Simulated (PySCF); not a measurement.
C₂H₁₀BNSi, SMILES CB(C)[SiH2]N, singlet at its GFN2-xTB optimised geometry (Å):

```
15

Si    -0.0807     0.3446     0.0000
N     -0.4375     2.0435     0.0000
B     -0.9522    -0.5090    -1.5389
C     -0.5910    -1.9957    -1.9142
C     -2.0116     0.2524    -2.4231
H      1.3942     0.3446     0.0000
H     -0.4311    -0.2976     1.2965
H     -0.0161     2.6202     0.7102
H     -1.3942     2.3303    -0.1309
H     -1.3484    -2.5093    -2.5051
H     -0.3466    -2.6202    -1.0565
H      0.3118    -1.9688    -2.5291
H     -2.1843    -0.1927    -3.4023
H     -1.7715     1.3049    -2.5657
H     -2.9711     0.2331    -1.9005
```

Computed with PBE0/def2-TZVP in PySCF. Cells within 0.4 Å of a nucleus heavier than hydrogen are left out (blank, or x).

Map of the log10 of the electron density (e/bohr³), floored at −4 on the plane z = 0.0 Å:

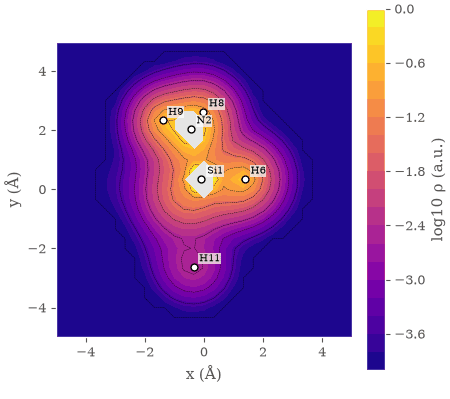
*Log10 of the electron density (e/bohr³), floored at −4 on the plane z = 0.0 Å.*
